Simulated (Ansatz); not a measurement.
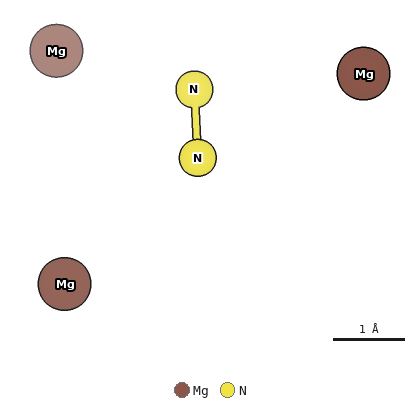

**Figure 1.** The structure (ball-and-stick view, seen at a tilt). Sticks mark near contacts.

# Mg$_{3}$N$_{2}$: single-point calculation

System: Mg$_{3}$N$_{2}$.
Method: RKS PBE-D4/def2-TZVPD (Ansatz 0.2.0).

The geometry comes from this level: B3LYP-D4/def2-SVPD.

What the program printed:
```
Functional definition: PBE
  name "PBE"
  cite "Perdew, Burke & Ernzerhof, Phys. Rev. Lett. 77, 3865 (1996) doi:10.1103/PhysRevLett.77.3865"
  parent pbe
  parameter kappa = 0.804
  parameter beta = 0.06672455060314922
  exchange = pbe_x(kappa = kappa, mu = beta*pi^2/3)
  correlation = pbe_c(beta = beta)
these checks for a lower state are left out or cut short: starts
1282 factors; their error is unknown
mean field evaluation 1: about -19299.8812 eV, gradient 9.4e0 eV
mean field evaluation 2: about -19299.9644 eV, gradient 1.2e-1 eV
mean field evaluation 4: about -19299.9310 eV, gradient 1.1e-3 eV
mean field -19299.93099370 eV, -709.2593820553 hartree, gradient 2.0e-5 eV, S^2 0.000000; 0 other end points of the search recorded, 0 dependent functions left out
reference -19299.93103666 eV, -709.2593836343 hartree; 25, 25 occupied and 154, 154 virtual orbitals, 1282 factors
Total energy: -19300.22822418 eV, -709.2703050739 hartree
Checks for a lower state left out: starts
```

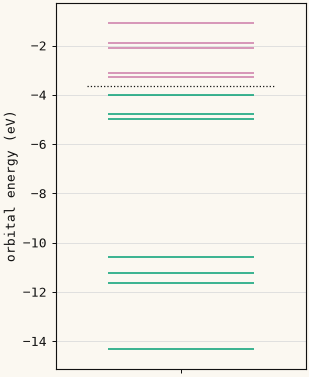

**Figure 2.** Orbital energies near the frontier; the dotted line parts filled from empty levels, and levels within 0.02 eV of each other stand side by side. Highest filled −3.99 eV, lowest empty −3.27 eV, 0.72 eV apart.

The run was set up as follows.

Input:
```yaml
crystal:
  periodic: [false, false, false]
  atoms:
    - {symbol: Mg, position_ang: [-2.678919, 0.482018, 0.349380]}
    - {symbol: Mg, position_ang: [2.219489, 1.376094, -1.595262]}
    - {symbol: Mg, position_ang: [-0.004702, -2.187453, 1.610775]}
    - {symbol: N, position_ang: [0.631411, -0.224584, -0.000707]}
    - {symbol: N, position_ang: [-0.167278, 0.553935, -0.364185]}
basis:
  gaussian: {orbitals: def2-TZVPD, initial_orbitals: start.molden}
hamiltonian: {xc: pbe, dispersion: d4}
scf: {omitted_lower_state_checks: [starts]}
output: {orbitals: {seedname: orbitals}}
```

Launched with:
```bash
ansatz run in.yaml --threads 4 --pin off --events-out ev --progress --plain --max-ram 3916MiB
```

Results in brief:

| quantity | value |
| --- | --- |
| outcome | converged |
| total energy | −19300.2282 eV |
| mean-field energy | −19299.9310 eV |
| dispersion energy | −0.2972 eV |
| SCF solution under orbital rotations | stable |
| HOMO | −3.99 eV |
| LUMO | −3.27 eV |
| hardware | 4 threads of Arm Neoverse V1, 23 GiB of memory available, shared host |
| wall time | 2.1 s (CPU time 7.4 s) |
| peak memory | 0.25 GiB |
